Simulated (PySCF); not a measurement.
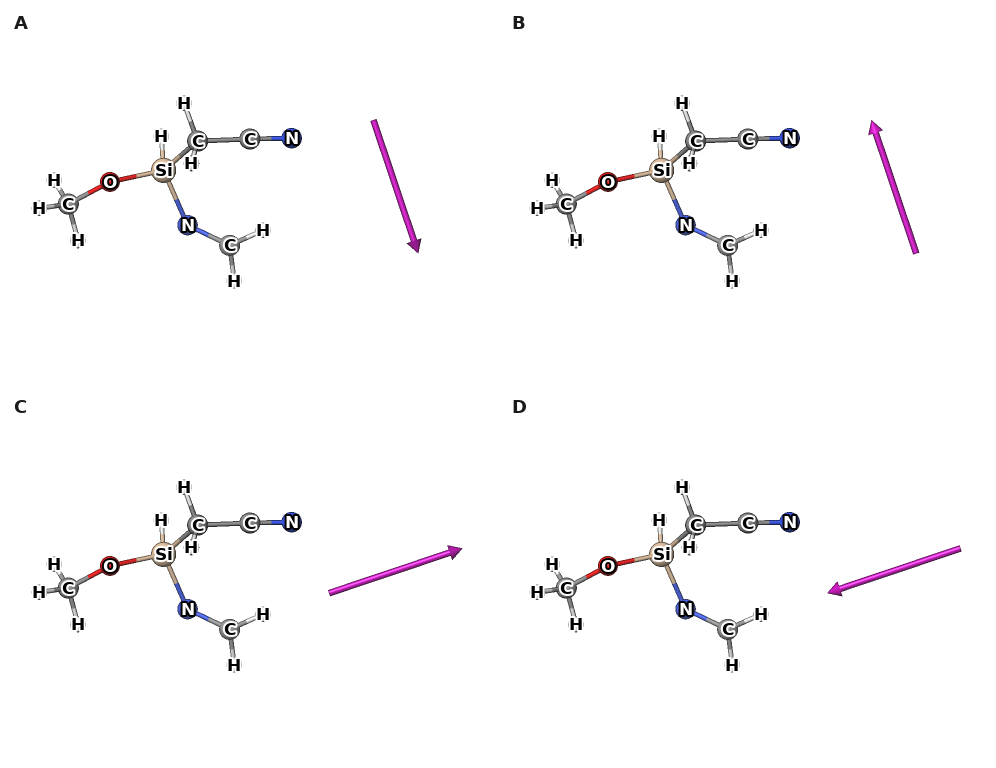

The same molecule four times, each with an arrow. The geometry was computed by an optimisation with GFN2-xTB. No frequency run is at hand to confirm it as a minimum. Properties computed with ωB97X-D/def2-SVPD, gas phase (PySCF 2.14.0).

### Which arrow points along the dipole moment, from the negative to the positive end?

D. The dipole moment is 3.22 D.

The geometry is semi-empirical. Around Si such bond lengths and angles can be off by a tenth of an ångström or more and by several degrees, and values that hang on the shape move with them.
